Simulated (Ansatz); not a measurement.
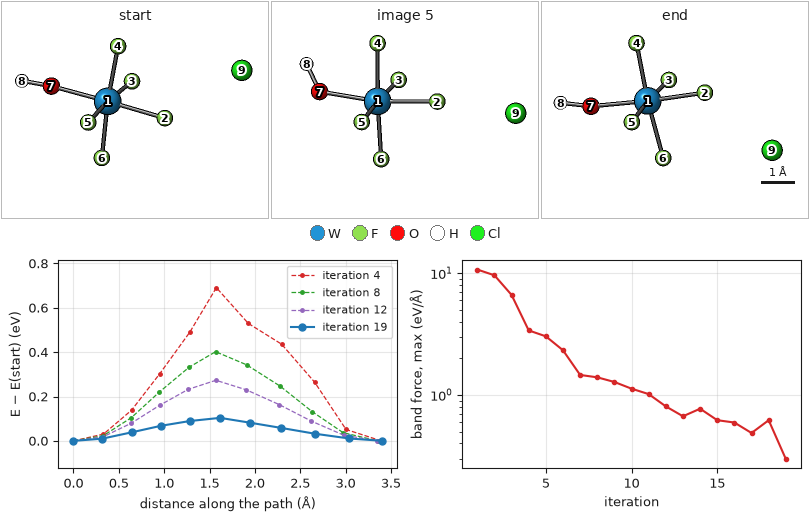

NEB run on WHOClF5 (multiplicity 2), made up at the start of WHOF₅ and Cl. Images are numbered from 0 (start) to 10 (end). The plot follows the band through its iterations. Style: ball-and-stick. Shown at a tilt.

All numbers below come from UKS PBE/def2-SVP in Ansatz 0.2.0. Run with 9 movable images; climbing image; force threshold 0.03 eV/Å; iteration limit 19; optimiser FIRE; largest step 0.5 Å; starting path through a guess of the saddle point.

How did the profile develop, and is the result final?

Answer. The result isn't final. The band hadn't converged when the run stopped after 19 iterations. The largest component of the band force went from 11 to 0.3 eV/Å. The barrier read from it is provisional: over the last two iterations the highest image moved from 0.124 eV to 0.104 eV. The step length is far from the usual. The first iteration put the highest image at 1.907 eV. The barrier is about 0.104 eV in both directions, with image 5 at the top; the ends have nearly the same energy.

Limits of the set-up: the start holds two separate molecules, 2.8 Å apart at their closest, whose relative position is a soft coordinate and is computed without a dispersion correction.

Cost: 12 min on 4 threads of Arm Neoverse V1, with other jobs on the host, peak memory 0.45 GiB.
